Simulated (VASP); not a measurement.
Band structure of KBr (rock salt). Method: TPSS meta-GGA, VASP's PBE PAW potentials (set 64) (plane waves; VASP).

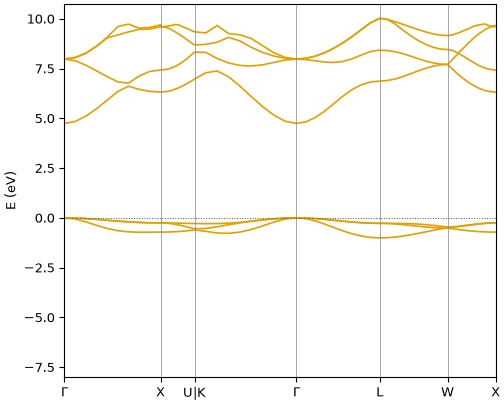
Figure. Bands along high-symmetry lines, zero at the valence-band maximum or, without a gap, the Fermi level

### Question
Read the plot: is there a gap, and where are the band edges?

### Answer
The gap is direct, 4.74 eV, from the valence maximum at Γ to the conduction minimum at Γ.

Measured: gap 7.40 eV (computed value off by -2.66 eV), as given by Aguado et al., (1998), arXiv:cond-mat/9809176.

The compound is KBr in the rock salt structure. It was relaxed first, which changed the volume by +7 %.
